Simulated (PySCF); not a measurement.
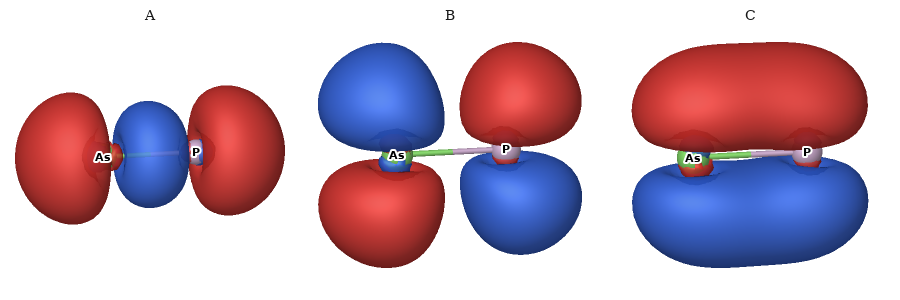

The picture shows: AsP. Three frontier orbitals, each drawn at the value that holds 80 % of its norm (blue and red are the two phases), in no order; of a degenerate pair one member is drawn.

The calculation used PBE0/def2-SVP, non-relativistic Hamiltonian with scalar-relativistic core potentials where named, at a bond length of 1.994 Å in PySCF 2.14.0.

### Label each orbital by symmetry, say whether it is occupied, and order them by energy.

Orbital A: σ, occupied, −8.06 eV; shared between the atoms (As 50 %, P 50 %).
Orbital C: π, occupied, −7.73 eV; bonding, with no node between the atoms.
Orbital B: π, empty, −2.52 eV; antibonding, with a node between the atoms.
